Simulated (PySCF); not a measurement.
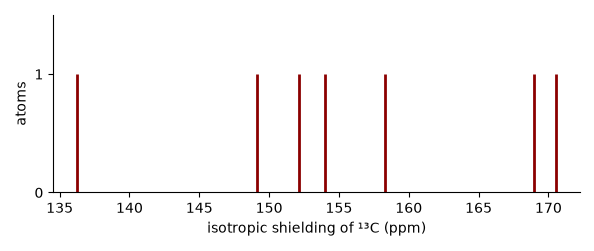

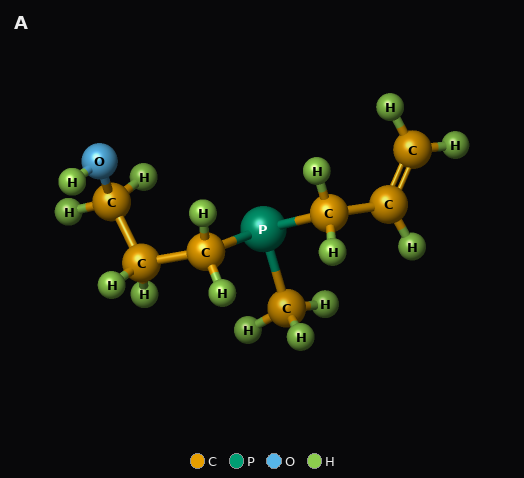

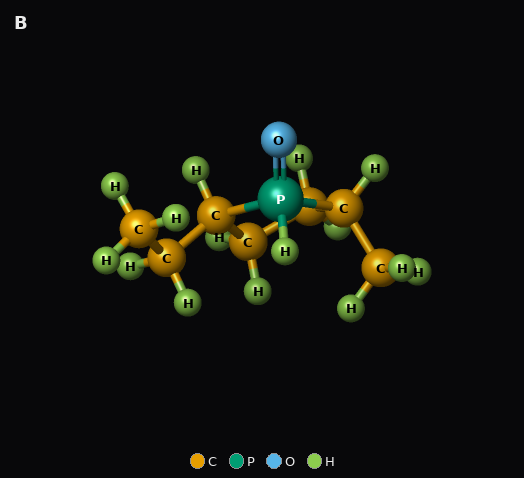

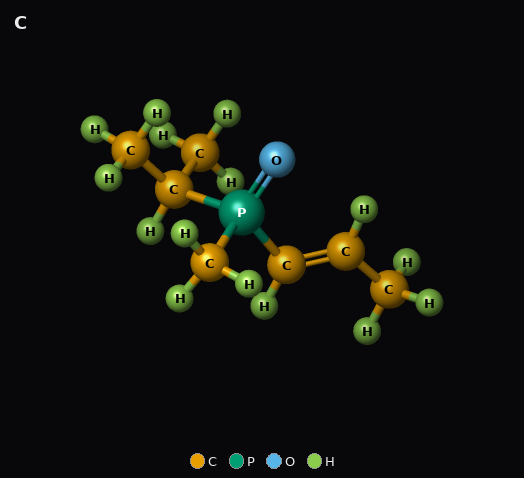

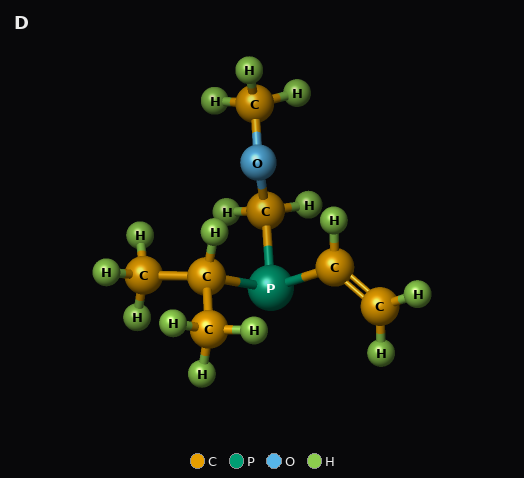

The sticks are computed shieldings of one of the molecules, for one fixed geometry (GFN2-xTB) without averaging over rotations. Low shielding means a high chemical shift. Method: GIAO PBE0/pcSseg-1 NMR shielding, non-relativistic, gas phase (PySCF 2.14.0).

### Which molecule gives this pattern?

B, `CC[C@@H]1CC[C@H](C)[P@H]1=O`. Its 7 C atoms give lines at 136.2, 149.1, 152.1, 154.0, 158.3, 169.0, 170.5 ppm.

The geometry is semi-empirical. Around P such bond lengths and angles can be off by a tenth of an ångström or more and by several degrees, and values that hang on the shape move with them.
